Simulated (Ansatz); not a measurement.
Species, as SMILES: [CH]=C=O, doublet.
Atoms: C1, C2, H3, O4. Bonds: C1-C2, C1-H3, C2-O4.

Basis-set convergence of the optimised C1-C2 bond length at PBE0 with Ansatz (a quantum-chemistry and plane-wave program). All functions are spherical. Open shells are unrestricted. No added dispersion term, no relativity. Reference: the value in def2-QZVPPD, 1.2877 Å, itself unsure by roughly 0.0003 Å (its mean distance from pcseg-3, def2-QZVPP, cc-pVQZ). Deviations are taken from unrounded values.

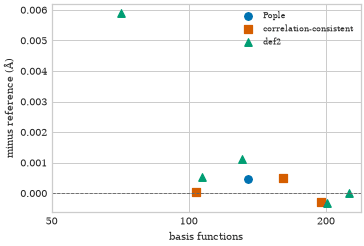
Deviation from the reference against the number of basis functions, by family of sets.

| basis | functions | optimised C1-C2 bond length (Å) | minus reference (Å) |
|---|---|---|---|
| def2-SVPD | 71 | 1.2936 | 0.0059 |
| cc-pVTZ | 104 | 1.2877 | 0.0000 |
| def2-TZVPP | 107 | 1.2882 | 0.0005 |
| def2-TZVPPD | 131 | 1.2888 | 0.0011 |
| 6-311++G(3df,3pd) | 135 | 1.2882 | 0.0005 |
| aug-cc-pVTZ | 161 | 1.2882 | 0.0005 |
| cc-pVQZ | 195 | 1.2874 | -0.0003 |
| def2-QZVPP | 201 | 1.2874 | -0.0003 |
| def2-QZVPPD | 225 | 1.2877 | 0.0000 |
